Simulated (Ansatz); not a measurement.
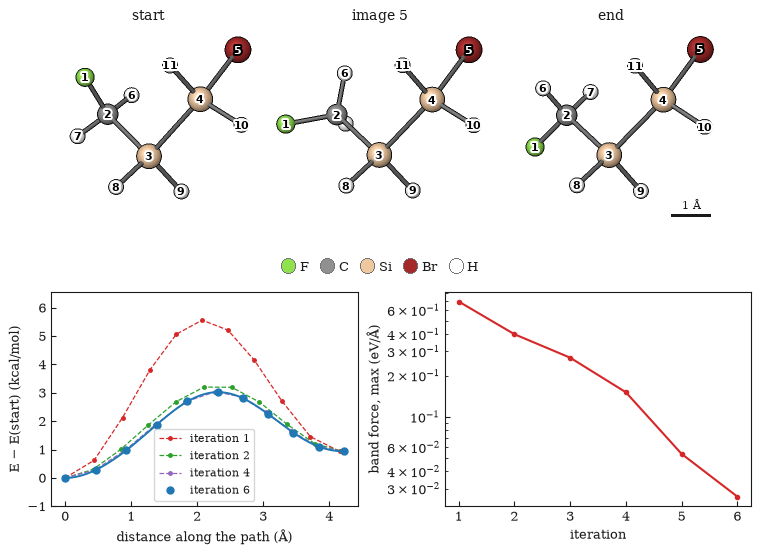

A nudged-elastic-band calculation for CH₆BrFSi₂. Images are numbered from 0 (start) to 10 (end). The plot follows the band through its iterations. Style: ball-and-stick. Shown from a free direction.

Theory: RKS PBE-D4/def2-SVP in Ansatz. Run with 9 movable images; climbing image; force threshold 0.05 eV/Å; iteration limit 60; starting path by image-dependent pair potential.

> Judge this run.

The result is final at these settings. The band converged in 6 iterations. The largest component of the band force went from 0.69 to 0.026 eV/Å. The climbing image converged on the top of the path. Its vibrational analysis gives one imaginary mode (95i cm⁻¹), as a transition state must have. The first iteration put the highest image at 5.56 kcal/mol. The energy climbs by 3.03 kcal/mol to image 5 and then falls by 2.09 kcal/mol, so the end point sits at +0.94 kcal/mol.

Cost: 2.9 min on 2 threads of Arm Neoverse V1 (shared host), peak memory 0.18 GiB.
